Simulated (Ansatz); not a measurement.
# CH5ClGeO: what the fields show

```yaml
atoms:
  - { symbol: Ge, position_ang: [0.0959, 0.0531, 0.0060] }
  - { symbol: Cl, position_ang: [0.6514, 0.1023, 2.1347] }
  - { symbol: H, position_ang: [1.5817, -0.1956, -0.2839] }
  - { symbol: C, position_ang: [-0.8371, 1.6406, -0.6100] }
  - { symbol: H, position_ang: [-1.9071, 1.4016, -0.6898] }
  - { symbol: H, position_ang: [-0.6929, 2.4571, 0.1111] }
  - { symbol: H, position_ang: [-0.4576, 1.9523, -1.5940] }
  - { symbol: O, position_ang: [-0.9868, -1.3141, -0.3357] }
  - { symbol: H, position_ang: [-0.6949, -2.1465, 0.0602] }
```

Not at a stationary point (largest force 1.0 eV/Å).

All numbers below come from RKS B3LYP/def2-SVP (Ansatz).

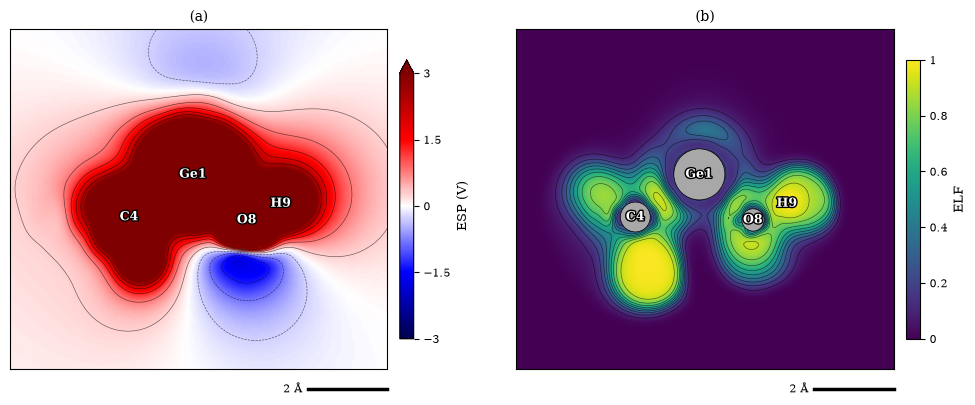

Figure 1. (a) electrostatic potential; (b) electron localisation function on the plane of atoms C4, Ge1 and O8. Grey discs cover the atomic cores in the ELF map.

> Describe what can be read from this map.

- The section cuts through Ge, C, O and H sites.
- Ge–O (1.78 Å): the ELF peaks at about 0.85 in the valence shell of O, 0.6 Å from its nucleus, and is about 0.35 at the midpoint.
- C–Ge (1.94 Å): the ELF peaks at about 0.90 between the atoms, as expected for localised, covalent bonding.
- O–H (0.97 Å): the ELF climbs to about 1 towards the hydrogen, as it does in any bond to H; a covalent bond by its length.
- The ELF also peaks beside O8, away from the bonds: lone-pair regions.
- Outside the dense part of the molecule the potential is most negative (−1.7 V) near O8.

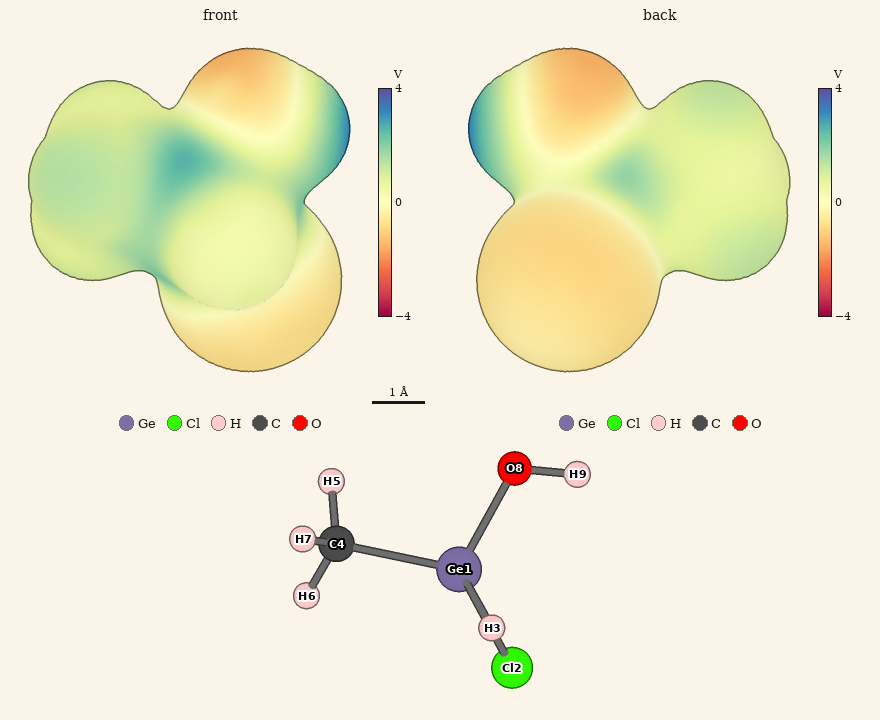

Figure 2. The electrostatic potential painted on the density surface at 0.004 e/bohr³, seen from the front and from behind; the colour scale runs from red (negative) to blue (positive). The bare structure is drawn below in the same view.

> Which sites attract a positive test charge, and which a negative one?

A positive charge is drawn to the negative regions and a negative charge to the positive ones. The most negative region (about −1.5 V) lies over O8, the most positive (about +3.1 V) over H9. O8 is the likeliest acceptor of a hydrogen bond.

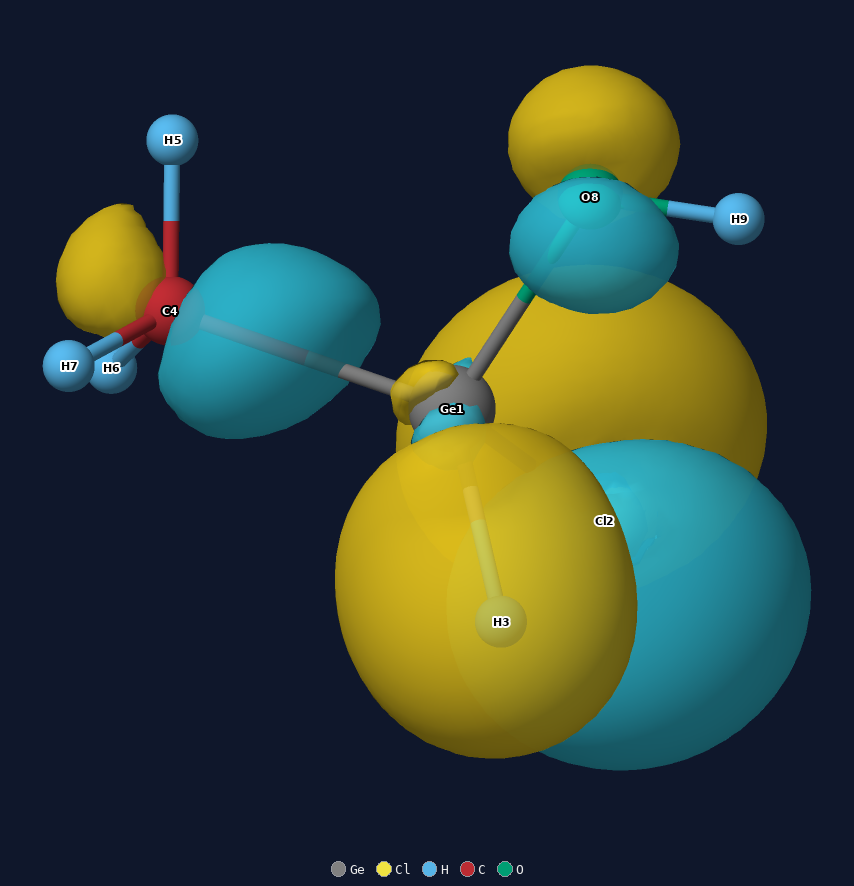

Figure 3. The HOMO at ±0.1 Å⁻³ᐟ² (yellow and cyan are the two phases), seen at a tilt.

> Where does this orbital lie, and at what energy?

Its weight (Hirshfeld) is mainly on Cl2 (about 70 %), H3 (about 10 %) and Ge1 (about 10 %); largely a lone pair of Cl2. Its energy is −7.68 eV.

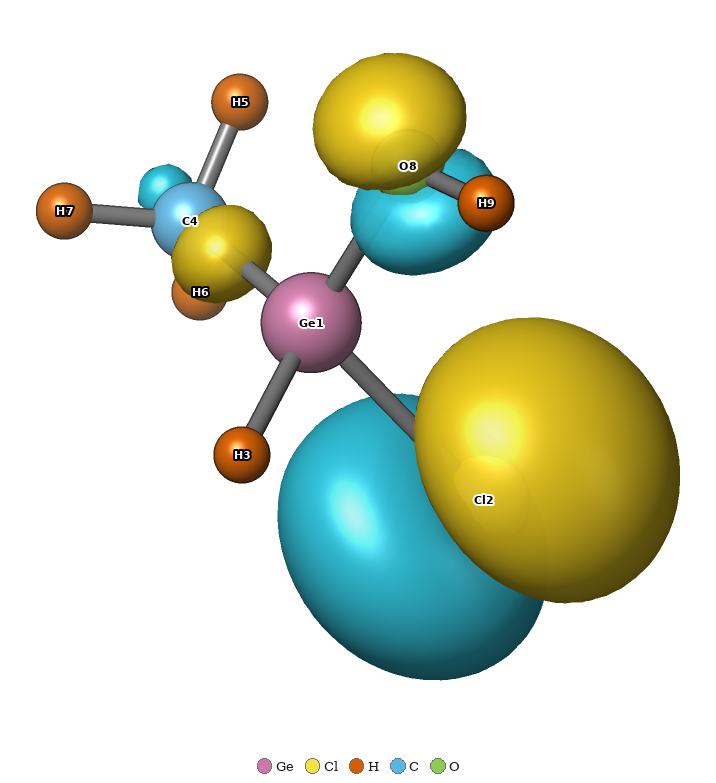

Figure 4. The HOMO−1 at ±0.1 Å⁻³ᐟ² (yellow and cyan are the two phases), seen at an oblique angle.

> Describe this orbital and give its energy.

It lies mainly on Cl2 (about 80 %) and O8 (about 10 %); largely a lone pair of Cl2. Its energy is −8.10 eV.
